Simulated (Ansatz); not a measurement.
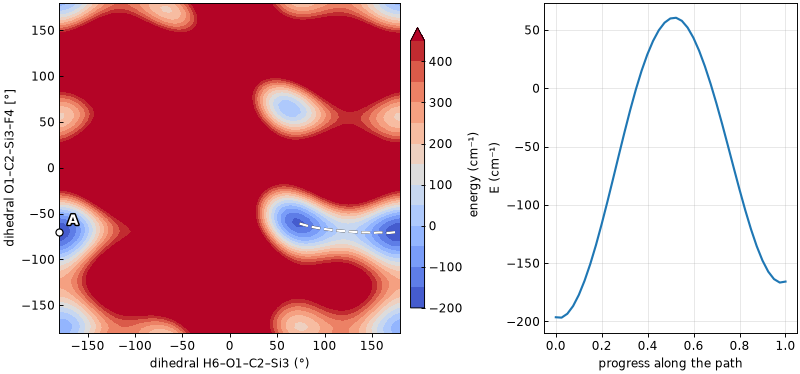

CH4F2OSi, SMILES OC[SiH](F)F. 
- Coordinates scanned: (1) dihedral H6–O1–C2–Si3; (2) dihedral O1–C2–Si3–F4.
- Nothing is relaxed (all other coordinates rigid).
- Grid: 18 × 18 points.
- Points are written as (first, second).
- Energies: cm⁻¹, counted from the relaxed molecule at the same level.
- Method: RHF/def2-TZVP (Ansatz 0.2.0).

Drawn: filled contours, a line along the lowest path, one colour for all values above the top of the scale, the energy along the path at the right, the start A. Between grid points the surface is interpolated.

> Describe the path and its barrier.

The easiest path leads from the well at about (−180°, −70°) to the well at about (70°, −60°), about 31 cm⁻¹ higher (on a rigid scan; wells that are mirror images or exchange like atoms can differ by this much). Its highest point lies about 260 cm⁻¹ above the bottom of the first well on the interpolated surface, at about (120°, −70°). Seen from the upper well the barrier is about 230 cm⁻¹. This is the barrier on the constrained surface; relaxing the other coordinates would change it.
